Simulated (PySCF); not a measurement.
```yaml
atoms:
  - { symbol: C, position_ang: [2.4874, -0.4414, 0.1800] }
  - { symbol: C, position_ang: [1.5946, 0.5077, -0.1546] }
  - { symbol: S, position_ang: [2.0696, 2.0784, -0.6867] }
  - { symbol: C, position_ang: [0.1661, 0.2488, -0.0831] }
  - { symbol: N, position_ang: [-0.7464, 1.0973, -0.3893] }
  - { symbol: C, position_ang: [-1.9972, 0.4391, -0.1778] }
  - { symbol: C, position_ang: [-1.5742, -0.9191, 0.2967] }
  - { symbol: N, position_ang: [-0.3026, -1.0105, 0.3457] }
  - { symbol: H, position_ang: [2.1486, -1.4095, 0.5062] }
  - { symbol: H, position_ang: [3.5455, -0.2544, 0.1292] }
  - { symbol: H, position_ang: [-2.5728, 0.4064, -1.1064] }
  - { symbol: H, position_ang: [-2.5941, 0.9849, 0.5575] }
  - { symbol: H, position_ang: [-2.2291, -1.7271, 0.5648] }
```

Geometry: GFN2-xTB.

Method: PySCF, UKS B3LYP, pcH-1 on C H N S, non-relativistic, mean-field spin-orbit, GIAO.

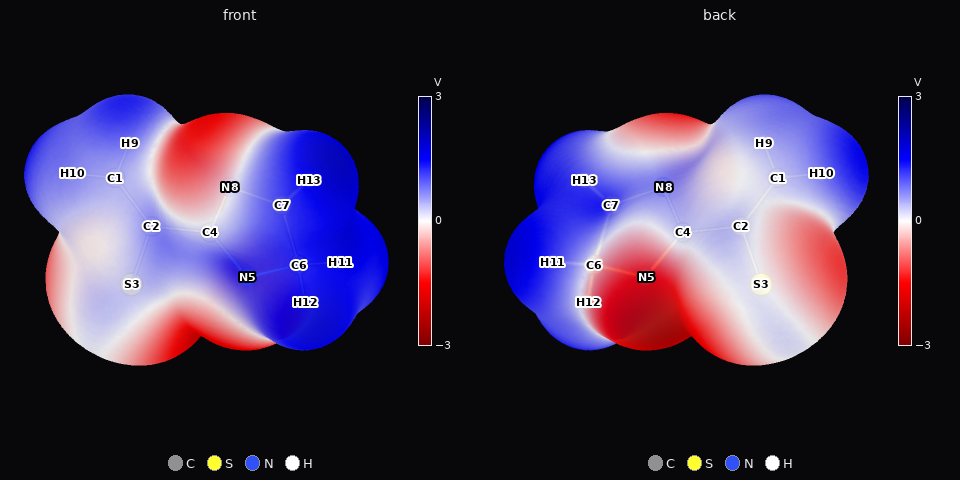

C5H5N2S (doublet). The electrostatic potential painted on the density surface at 0.004 e/bohr³, seen from the front and from behind; the colour scale runs from red (negative) to blue (positive).

Where is the surface potential most negative and most positive?

The most negative region (about −2.5 V) lies over N5, the most positive (about +1.9 V) over H13. N5 is the likeliest acceptor of a hydrogen bond.
